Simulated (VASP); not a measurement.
Energy against volume of HfN (rock salt). All values below come from PW91 GGA, VASP's PBE PAW potentials (set 64) (plane waves; VASP).

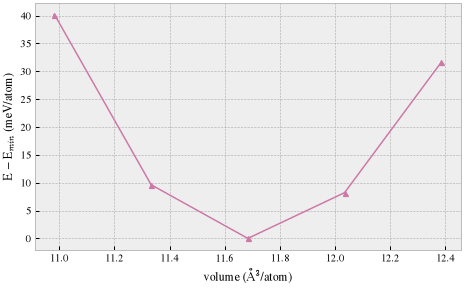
*Energy against volume*

**Question.** Estimate the equilibrium volume and the bulk modulus.

**Answer.** The minimum lies near 11.7 Å³/atom, and the curvature gives B0 of about 270 GPa.

Measured: a 4.524 Å (computed value off by +0.3 %), as given by Seo, Lee, Wen, Petrov, Greene, Gall, J. Appl. Phys. 96, 878 (2004). The calculation is for a static lattice, while the measured a holds thermal and zero-point effects, which are part of the difference.

The compound is HfN in the rock salt structure. It was relaxed first.
